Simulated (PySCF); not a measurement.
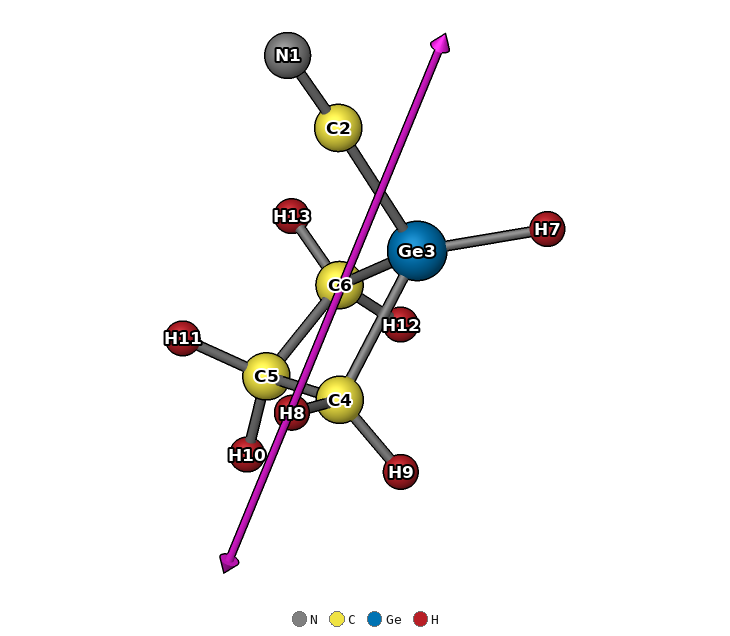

The double arrow shows the direction of the transition dipole to excited singlet state 2 (its length means nothing). Computed geometry: PBE0-D3(BJ)/def2-SVP optimisation. No frequency run is at hand to confirm it as a minimum. Level of theory: TDDFT ωB97X-D/def2-SVPD, vertical, IEF-PCM dichloromethane (non-equilibrium linear response), core orbitals frozen in the response (PySCF 2.14.0).

Question: How is the transition polarised?

Answer: Close to the long direction N1···C5.

Question: Where does the transition lie, and how strong is it?

Answer: 6.84 eV (181 nm), oscillator strength 0.19, mainly HOMO → LUMO (weight 0.86); transition dipole 2.73 D.
